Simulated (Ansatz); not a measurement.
**CdS (Greenockite): given cell or relaxed cell?**

How far does the choice of cell move the gap? The case is CdS (Greenockite).

Program: Ansatz 0.2.0. Level of theory: PBE, HSE06 and G0W0, plane waves, PAW. Results are calculated unless marked as measured.

## (1) Starting point

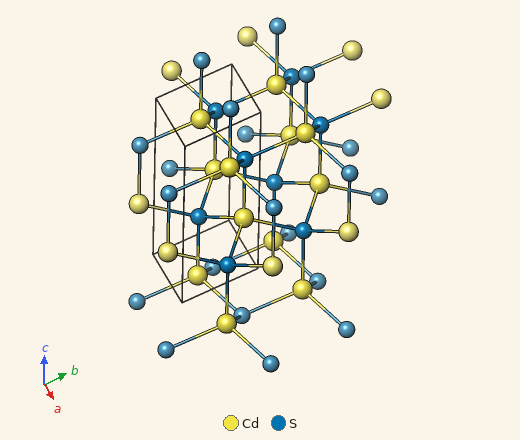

The cell as given, slightly off an axis (cadmium yellow, sulfur blue). 2×2×1 cells are drawn. Some periodic images of atoms are drawn too.

Structure file:

```cif
data_structure
_symmetry_space_group_name_H-M 'P6_3mc'
_symmetry_Int_Tables_number 186
_cell_length_a 4.1370
_cell_length_b 4.1370
_cell_length_c 6.7144
_cell_angle_alpha 90.000
_cell_angle_beta 90.000
_cell_angle_gamma 120.000
_cell_volume 99.52
loop_
_atom_site_label
_atom_site_type_symbol
_atom_site_symmetry_multiplicity
_atom_site_Wyckoff_symbol
_atom_site_fract_x
_atom_site_fract_y
_atom_site_fract_z
_atom_site_occupancy
Cd1 Cd 2 b 0.66667 0.33333 0.00000 1
S1 S 2 b 0.66667 0.33333 0.37500 1
```

The cell and positions come from the Crystallography Open Database and are kept as given unless a step says otherwise. The default PAW set here is soft_2. Its files were made with PBE.

## (2) PBE bands at the given cell

Levels along a band path, at the cheap level, show where the edges lie and whether the meshes to come will hold them.

This step: DFT, PBE, plane waves, PAW.

Contents of input.yaml:

```yaml
crystal:
  lattice:
    - [4.137, 0.0, 0.0]
    - [-2.0685, 3.5827470955, 0.0]
    - [0.0, 0.0, 6.7144]
  atoms:
    - { symbol: Cd, position: [0.6666666667, 0.3333333333, 0.0] }
    - { symbol: Cd, position: [0.3333333333, 0.6666666667, 0.5] }
    - { symbol: S, position: [0.6666666667, 0.3333333333, 0.375] }
    - { symbol: S, position: [0.3333333333, 0.6666666667, 0.875] }
kpoints:
  mp_grid: { grid: [6, 6, 4] }
  band_path:
    path:
      - [[0.0, 0.0, 0.0], [0.5, 0.0, 0.0], [0.33333333, 0.33333333, 0.0], [0.0, 0.0, 0.0], [0.0, 0.0, 0.5], [0.5, 0.0, 0.5], [0.33333333, 0.33333333, 0.5], [0.0, 0.0, 0.5]]
      - [[0.5, 0.0, 0.5], [0.5, 0.0, 0.0]]
      - [[0.33333333, 0.33333333, 0.5], [0.33333333, 0.33333333, 0.0]]
    npoints: 10
hamiltonian:
  xc: pbe
scf:
  occupations: { method: fermi_dirac, width: 0.02 }
  n_extra_bands: 5
output:
  eigenvalues: true
  write_density: true
  write_potential: true
  elf: true
  volumetric_format: npy
```

On the command line:

```sh
$ ansatz run input.yaml --threads 3 --pin off --max-ram 92160MiB --backend cuda --events-out ev --progress --plain --runs-dir out --devices 1 --max-vram 13GiB
```

Numbers of over 12 decimals in the logs are rounded to 6 here.

Log:

```text
scf.n_extra_bands = 5 over 26 filled bands (N_el = 52.0): the run solves 31 bands
GPUs: using 1 of 1 available (devices: 1).
Engine: ansatz 0.2.0, x86_64-unknown-linux-gnu
Pseudopotentials: kind: paw
Pseudopotential: Cd, paw, valence charge 20, recommended cutoff 420 eV (normal), Cd.paw.azcp
Pseudopotential: S, paw, valence charge 6, recommended cutoff 420 eV (normal), S.paw.azcp
Functional definition: PBE
  parameter kappa = 0.804
  parameter beta = 0.066725
  exchange = pbe_x(kappa = kappa, mu = beta*pi^2/3)
  correlation = pbe_c(beta = beta)
device memory: the entry about to start is reckoned to put 1.3 GiB on a device that reports 40.8 GiB free (of which the cap on the GPU budget leaves the run 13.0 GiB)
GPU FFT provider: cuFFT
GPU libraries: cuBLAS 13.8.2, cuFFT 12.4.0, cuSOLVER 12.3.4
Crystal: 4 atoms, lattice volume = 99.520 Å³
Basis set: ecut = 420 eV, 1943 PW (Γ)
Bands: 31, of which v1, the nominal top of the filled ones, is band 26 counted from 1 (25 counted from 0)
Symmetry: 12 space group operations
Space group: P63mc (ITA 186), of the structure as read, at distance tolerance 4.6e-5 Å
k-points: 21 of 144 (time reversal used)
Non-local potential: Cd, projectors of the file, l = 0: 3, l = 1: 2, l = 2: 2, l = 3: 1
Non-local potential: S, projectors of the file, l = 0: 2, l = 1: 2, l = 2: 2
PAW form: soft (Blöchl's): semilocal exchange-correlation on the pseudo side does not see the compensation charge
PAW one-centre angular grid: Cd, 590 points (default); XC on 64 Gauss nodes
PAW one-centre angular grid: S, 110 points (default); XC on 64 Gauss nodes
Initial density: superposition of atomic densities (neutral atoms: chi_scale 0, normalization atom), corrected by the library's trained network
Initial wavefunctions: pseudopotential atomic-orbital guess
GPU buffer pool allocated for 40500 grid points (all kernels)
GPU transforms: local potential and band sums: pruned to the plane-wave sphere, on 27×27×45
Functional: x = pbe(κ = 0.804, μ = 0.219515), c = pbe(β = 0.066725)
SCF iter   1: F=—  HF=-18315.619153 eV  |F-HF|=—  |Δ(HF+E_count)|=         —  Δρ=6.01e-4  dr2=4.17e-4  ethr=1.77e-3  ⟨swp⟩=6.2  Hψ=2601  notcnv=0
preconditioner: auto → Resta (q_TF=auto, 2.449 Å⁻¹)  ε∞=4.9  [insulator: Δε(μ)=1.213 eV  Ē_g=11.318 eV  σ=0.020 eV  W_gap=1.00  n_scr=22 (ndim 8)  ℏωp=22.3 eV  f_vac=0.127  D(μ)=0.00/eV (n_scr^D=0)  ε∞_Penn≈4.9]
SCF iter   2: F=—  HF=-18315.620566 eV  |F-HF|=—  |Δ(HF+E_count)|=   1.41e-3  Δρ=2.84e-4  dr2=8.86e-5  ethr=8.01e-7  ⟨swp⟩=2.8  Hψ=1440  notcnv=0  defer=12
SCF iter   3: F=—  HF=-18315.621946 eV  |F-HF|=—  |Δ(HF+E_count)|=   1.38e-3  Δρ=1.08e-4  dr2=9.82e-6  ethr=1.70e-7  ⟨swp⟩=2.0  Hψ=1008  notcnv=0  defer=12
SCF iter   4: F=—  HF=-18315.621969 eV  |F-HF|=—  |Δ(HF+E_count)|=   2.24e-5  Δρ=3.97e-5  dr2=1.54e-6  ethr=1.89e-8  ⟨swp⟩=2.0  Hψ=1008  notcnv=0  defer=12
iter 5 did not close the SCF: its close was put off for the readings that it lacked (scf_convergence_deferred on its scf_iter line)
SCF iter   5: F=-18315.621972 eV  HF=-18315.621972 eV  |F-HF|=1.46e-7  |Δ(HF+E_count)|=   3.18e-6  Δρ=8.55e-6  dr2=9.61e-8  ethr=2.96e-9  ⟨swp⟩=2.0  Hψ=1008  notcnv=0  defer=12
SCF iter   6: F=-18315.621972 eV  HF=-18315.621972 eV  |F-HF|=8.70e-9  |Δ(HF+E_count)|=   1.58e-7  Δρ=2.52e-6  dr2=8.89e-9  ethr=1.85e-10  ⟨swp⟩=5.0  Hψ=2342  notcnv=0
SCF 1 converged in 6 iterations: F = -18315.621972 eV  dr2 = 8.89e-9
[...]
device memory: the entry about to start is reckoned to put 1.5 GiB on a device that reports 39.4 GiB free (of which the cap on the GPU budget leaves the run 13.0 GiB)
NSCF: frozen V_eff on 93 k-points
SCF converged after 6 iterations
Free energy (F): -18315.621972 eV
Harris-Foulkes:  -18315.621972 eV  (|F-HF|=8.70e-9)
Internal energy: -18315.621972 eV  (E = F + TS)
E sigma→0 (E₀):  -18315.621972 eV
Fermi energy:    7.483841 eV
--- Per-component energies (eV) ---
  E_band       = -1014.929642
  E_kinetic    = 1223.982297
  E_local      = -8043.200594  (includes V_loc(G=0)·N_el)
  E_nonlocal   = 124.335145
  E_hartree    = 3694.470490
  E_xc         = -547.926912
  E_vxc        = -618.414213  (∫ρ·V_xc dr)
  E_paw        = -9367.586644  (= ΣΔE_a)
  E_vpaw       = -1090.578297  (= ΣTr[D̂ρ^β])
  E_aug_tail   = 0.000032  (compensation charges beyond the density's cutoff)
  E_ewald      = -5399.695785
  E_smearing   = -0.000000  (= −TS)
  E_closure    = -0.000000  (closes the sum)
  Σ components = -18315.621972   (vs F -18315.621972, Δ=0.00e0)
--- Band table (eV; the first three rows and the last of 21) ---
  k-point 0: bands = [... 22 lower, 6.0976, 6.8235, 6.8671, 6.8671, 8.0855, 9.6692, 13.3244, 13.3244, ... 1 higher]
  k-point 1: bands = [... 22 lower, 6.2037, 6.2037, 6.7472, 6.7472, 8.9710, 9.7438, 13.1713, 13.3938, ... 1 higher]
  k-point 2: bands = [... 22 lower, 6.4686, 6.4686, 6.4686, 6.4686, 9.7289, 9.7289, 13.0502, 13.0502, ... 1 higher]
  k-point 20: bands = [... 22 lower, 4.4530, 4.4530, 5.7460, 5.7460, 11.2759, 11.2759, 12.9577, 12.9577, ... 1 higher]
```

Wall time 9.8 s (1 × NVIDIA H100 80GB HBM3 (shared by 6 runs) with 3 threads of AMD EPYC 7R13 (Zen 3), shared host); peak memory 0.92 GiB; 10 s of CPU time.

In the SCF lines HF is the Harris–Foulkes energy and dr2 the Hartree energy of the density residual, in eV; the loop may stop once dr2 is under the threshold and the program's other checks hold. Hψ counts applications of the Hamiltonian.

Numbers from this step:

```yaml
filled_bands: 26
gap: 1.218 eV
valence_top_at: Γ
conduction_bottom_at: Γ
least_direct_gap: 1.218 eV
```

The gap is direct, at Γ.

## (3) The relaxed cell

Cell and ions were relaxed with PBE; that run is not shown. It left this cell:

It takes space group P6_3mc (No. 186, hexagonal). The conventional cell has a = 4.197 Å, b = 4.197 Å, c = 6.828 Å, α = 90.00°, β = 90.00°, γ = 120.00°. Nearest to Cd lie 4 S at 2.57 Å. Nearest to S lie 4 Cd at 2.57 Å. Farther neighbours and most contacts between anions are not listed.

## (4) PBE at the relaxed cell

The cell differs from the one that the last finished run ended in (a 4.137 → 4.197 Å, b 4.137 → 4.197 Å, c 6.714 → 6.828 Å).

input.yaml, the sections that differ from step 2:

```yaml
crystal:
  lattice:
    - [4.1970655581, 0.0, 0.0]
    - [-2.098532779, 3.6347653946, 0.0]
    - [0.0, 0.0, 6.8277092991]
  atoms:
    - { symbol: Cd, position: [0.6666666667, 0.3333333333, -0.0008116136] }
    - { symbol: Cd, position: [0.3333333333, 0.6666666667, 0.4991883864] }
    - { symbol: S, position: [0.6666666667, 0.3333333333, 0.3758116136] }
    - { symbol: S, position: [0.3333333333, 0.6666666667, 0.8758116136] }
output:
  eigenvalues: true
# kpoints, hamiltonian, scf: as in step 2
```

Log:

```text
[...]
GPUs: using 1 of 1 available (devices: 1).
[...]
GPU FFT provider: cuFFT
GPU libraries: cuBLAS 13.8.2, cuFFT 12.4.0, cuSOLVER 12.3.4
Crystal: 4 atoms, lattice volume = 104.159 Å³
Basis set: ecut = 420 eV, 1985 PW (Γ)
Bands: 31, of which v1, the nominal top of the filled ones, is band 26 counted from 1 (25 counted from 0)
[... 1 set-up line as in the run before ...]
[...]
--- Band table (eV; the first three rows and the last of 21) ---
  k-point 0: bands = [... 22 lower, 5.5505, 6.2056, 6.2436, 6.2436, 7.3553, 8.9770, 12.7105, 12.7105, ... 1 higher]
  k-point 1: bands = [... 22 lower, 5.6465, 5.6465, 6.1361, 6.1361, 8.2320, 9.0440, 12.5238, 12.7794, ... 1 higher]
  k-point 2: bands = [... 22 lower, 5.8856, 5.8856, 5.8856, 5.8856, 8.9976, 8.9976, 12.3576, 12.3576, ... 1 higher]
  k-point 20: bands = [... 22 lower, 4.0057, 4.0057, 5.2186, 5.2186, 10.5474, 10.5474, 12.3458, 12.3458, ... 1 higher]
[key lines of the parts left out:]
SCF converged after 6 iterations
Free energy (F): -18315.660269 eV
Fermi energy:    6.807217 eV
```

Wall time 15 s (1 × NVIDIA H100 80GB HBM3 (shared by 6 runs) with 3 threads); peak memory 0.91 GiB; 14 s of CPU time.

Numbers from this step:

```yaml
gap: 1.112 eV
valence_top_at: Γ
conduction_bottom_at: Γ
least_direct_gap: 1.112 eV
```

The gap is direct, at Γ.

## (5) HSE06 at the relaxed cell

The screened hybrid is the usual rung above semilocal functionals: a quarter of exact exchange, cut off beyond a few ångström.

This step: DFT, HSE06, plane waves, PAW.

input.yaml, the sections that differ from step 4:

```yaml
kpoints:
  mp_grid: { grid: [6, 6, 2] }
  band_path:
    path:
      - [0.0, 0.0, 0.0]
      - [0.5, 0.0, 0.0]
      - [0.33333333, 0.33333333, 0.0]
      - [0.0, 0.0, 0.5]
      - [0.5, 0.0, 0.5]
      - [0.33333333, 0.33333333, 0.5]
    npoints: 1
hamiltonian:
  xc: hse06
scf:
  occupations: { method: fixed }
  n_extra_bands: 5
# crystal, output: as in step 4
```

Log:

```text
[...]
GPUs: using 1 of 1 available (devices: 1).
[...]
davidson cushion auto → on  (no smearing: the cushion is to keep the highest requested band from converging to the state above it; pin scf.eigensolver.cushion to override)
[...]
GPU FFT provider: cuFFT
GPU libraries: cuBLAS 13.8.2, cuFFT 12.4.0, cuSOLVER 12.3.4
Crystal: 4 atoms, lattice volume = 104.159 Å³
Basis set: ecut = 420 eV, 1985 PW (Γ)
[...]
Fermi energy:    5.605431 eV
[...]
--- Band table (eV; the first three rows and the last of 14) ---
  k-point 0: bands = [... 22 lower, 4.8573, 5.5641, 5.6054, 5.6054, 7.7285, 9.4181, 13.2300, 13.2300, ... 1 higher]
  k-point 1: bands = [... 22 lower, 5.2194, 5.2194, 5.2194, 5.2194, 9.4224, 9.4224, 12.8457, 12.8457, ... 1 higher]
  k-point 2: bands = [... 22 lower, 4.4491, 4.5466, 5.3680, 5.4182, 8.8310, 10.2920, 12.4701, 13.5361, ... 1 higher]
  k-point 13: bands = [... 22 lower, 3.2016, 3.2016, 4.5067, 4.5067, 11.0570, 11.0570, 12.7163, 12.7163, ... 1 higher]
[key lines of the parts left out:]
Free energy (F): -18324.390512 eV
```

Elapsed: 34 s, on 1 × NVIDIA H100 80GB HBM3 (shared by 6 runs) with 3 threads; peak memory 1.3 GiB; 29 s of CPU time.

This step gave:

```yaml
gap: 2.123 eV
valence_top_at: Γ
conduction_bottom_at: Γ
least_direct_gap: 2.123 eV
```

The gap stands +1.01 eV against PBE.

## (6) G0W0 at the relaxed cell

Now the one-shot GW correction: screening in the RPA, then the self-energy of the levels asked for.

This step: G0W0 on PBE, plane waves, PAW.

Contents of input.yaml:

```yaml
crystal:
  lattice:
    - [4.1970655581, 0.0, 0.0]
    - [-2.098532779, 3.6347653946, 0.0]
    - [0.0, 0.0, 6.8277092991]
  atoms:
    - { symbol: Cd, position: [0.6666666667, 0.3333333333, -0.0008116136] }
    - { symbol: Cd, position: [0.3333333333, 0.6666666667, 0.4991883864] }
    - { symbol: S, position: [0.6666666667, 0.3333333333, 0.3758116136] }
    - { symbol: S, position: [0.3333333333, 0.6666666667, 0.8758116136] }
kpoints:
  mp_grid: { grid: [6, 6, 2] }
hamiltonian:
  xc: pbe
scf:
  occupations: { method: fixed }
gw:
  n_empty_bands: 310
  ecut_chi: 120
  qp_bands: [v2, c2]
  qp_kpoints: band_edges
  screening: { model: contour_deformation }
```

Log:

```text
GPUs: using 1 of 1 available (devices: 1).
[...]
GPU FFT provider: cuFFT
GPU libraries: cuBLAS 13.8.2, cuFFT 12.4.0, cuSOLVER 12.3.4
Crystal: 4 atoms, lattice volume = 104.159 Å³
Basis set: ecut = 420 eV, 1985 PW (Γ)
Bands: 32, of which v1, the nominal top of the filled ones, is band 26 counted from 1 (25 counted from 0)
[... 1 set-up line as in the run before ...]
[...]
k-points: 14 of 72
[...]
1    28      8.9976    -8.7963    -3.8143   -12.8678  0.7682     9.2571     9.2547  root
[...]
13    25      5.2194   -18.9558     2.5042   -15.7621  0.7243     4.5015     4.5299  root
    13    26      5.2194   -18.9558     2.5042   -15.7621  0.7243     4.5015     4.5299  root
    13    27     10.5477    -8.2900    -4.2868   -12.9583  0.7603    10.9358    10.9292  root
    13    28     10.5477    -8.2900    -4.2868   -12.9583  0.7603    10.9358    10.9292  root
[key lines of the parts left out:]
SCF converged after 6 iterations
Free energy (F): -18315.658871 eV
Fermi energy:    6.242900 eV
```

Run time: 23 s. Hardware: 1 × NVIDIA H100 80GB HBM3 (shared by 6 runs) with 3 threads; peak memory 1.4 GiB.

This step gave:

| Property | Result |
| --- | --- |
| bands summed | 336 |
| RPA ε∞ on this mesh (eigenvalues) | 7.383, 7.383, 7.574 |
| plane waves in the screening matrix | 313 |
| G0W0 gap on the mesh | 1.838 eV |
| k of the valence top | 0, 0, 0 |
| k of the conduction bottom | 0, 0, 0 |
| starting gap on the mesh | 1.112 eV |
| least direct G0W0 gap on the computed points | 1.838 eV |

The gap on the mesh goes from 1.11 eV to 1.84 eV, a correction of +0.73 eV. Between the two edge states, bare exchange in place of the xc potential would open the gap by 6.39 eV, and correlation takes back 5.67 eV.

## (7) G0W0 at the given cell

Contents of input.yaml:

```yaml
crystal:
  lattice:
    - [4.137, 0.0, 0.0]
    - [-2.0685, 3.5827470955, 0.0]
    - [0.0, 0.0, 6.7144]
  atoms:
    - { symbol: Cd, position: [0.6666666667, 0.3333333333, 0.0] }
    - { symbol: Cd, position: [0.3333333333, 0.6666666667, 0.5] }
    - { symbol: S, position: [0.6666666667, 0.3333333333, 0.375] }
    - { symbol: S, position: [0.3333333333, 0.6666666667, 0.875] }
kpoints:
  mp_grid: { grid: [6, 6, 2] }
hamiltonian:
  xc: pbe
scf:
  occupations: { method: fixed }
gw:
  n_empty_bands: 297
  ecut_chi: 120
  qp_bands: [v2, c2]
  qp_kpoints: band_edges
  screening: { model: contour_deformation }
```

Log:

```text
GPUs: using 1 of 1 available (devices: 1).
[...]
GPU FFT provider: cuFFT
GPU libraries: cuBLAS 13.8.2, cuFFT 12.4.0, cuSOLVER 12.3.4
Crystal: 4 atoms, lattice volume = 99.520 Å³
Basis set: ecut = 420 eV, 1943 PW (Γ)
Bands: 32, of which v1, the nominal top of the filled ones, is band 26 counted from 1 (25 counted from 0)
[... 1 set-up line as in the run before ...]
[...]
k-points: 14 of 72
[...]
1    28      9.7287    -8.7118    -3.8741   -12.8607  0.7767    10.0058    10.0036  root
[...]
13    25      5.7464   -19.2572     2.5109   -16.0294  0.7343     5.0049     5.0296  root
    13    26      5.7464   -19.2572     2.5109   -16.0294  0.7343     5.0049     5.0296  root
    13    27     11.2761    -8.3301    -4.2943   -13.0227  0.7699    11.6803    11.6744  root
    13    28     11.2761    -8.3301    -4.2943   -13.0227  0.7699    11.6803    11.6744  root
[key lines of the parts left out:]
SCF converged after 6 iterations
Free energy (F): -18315.621335 eV
Fermi energy:    6.866229 eV
```

The job ended after 23 s (1 × NVIDIA H100 80GB HBM3 (shared by 6 runs) with 3 threads; peak memory 1.4 GiB; 20 s of CPU time).

This step gave:

```yaml
bands_summed: 323
rpa_eps_infinity_on_this_mesh_eigenvalues: 6.981, 6.981, 7.139
plane_waves_in_the_screening_matrix: 311
g0w0_gap_on_the_mesh: 1.981 eV
k_of_the_valence_top: 0, 0, 0
k_of_the_conduction_bottom: 0, 0, 0
starting_gap_on_the_mesh: 1.219 eV
least_direct_g0w0_gap_on_the_computed_points: 1.981 eV
```

The gap on the mesh goes from 1.22 eV to 1.98 eV, a correction of +0.76 eV. Between the two edge states, bare exchange in place of the xc potential would open the gap by 6.50 eV, and correlation takes back 5.74 eV.

## (8) Together

G0W0 rows are gaps on the mesh, lowered by the amount that the mesh misses the start's edges, a rough step that assumes the same correction there.

```
   level  given cell (eV)  relaxed cell (eV)  change (eV)
     PBE             1.22               1.11        −0.11
   HSE06                -               2.12            -
G0W0@PBE             1.98               1.84        −0.14
```

## (9) Results

```
volume change          : +4.7 %
PBE, given cell        : 1.22 eV
PBE, relaxed cell      : 1.11 eV
HSE06, relaxed cell    : 2.12 eV
G0W0@PBE, relaxed cell : 1.84 eV
G0W0@PBE, given cell   : 1.98 eV
known limits           : not at the basis limit; no spin-orbit coupling; coarse k mesh
```

In words: Relaxation changes the volume by +4.7 % and the gap by −0.11 eV (PBE) and −0.14 eV (G0W0@PBE). Bands and cutoff are finite, so the gap is not at the basis limit. The miss can reach some tenths of an eV and take either sign; the mesh is an error of its own. The 6×6×2 mesh is coarse for this cell (its supercell is 13 Å along the shortest edge). The RPA ε∞ on it, from the PBE start, is 6.98 and 7.14; such meshes misread the long-range screening, most where the gap is narrow. The many-body steps are scalar-relativistic: spin-orbit coupling is not in them.

[Paths, hosts, dates, memory and timing lines, banners, echoed tables and standing remarks are left out of the program output.]

[Logs are printed without paths, hosts, clocks, repeated set-up lines and the standing remarks that a program may print on its own settings, such as how far it seeks lower states.]

[Runs of the session that timed out or met a known fault of the program may be left out.]

[Cells called generated may have been cut or substituted from an entry of the Crystallography Open Database or the Materials Project.]

[No measured gap is set beside runs whose start may be inverted or whose files or cutoffs have a known fault.]

[Hosts, paths, dates, database ids (printed as entryN), source tags and the programs' standing remarks are cut or masked in the printed files.]
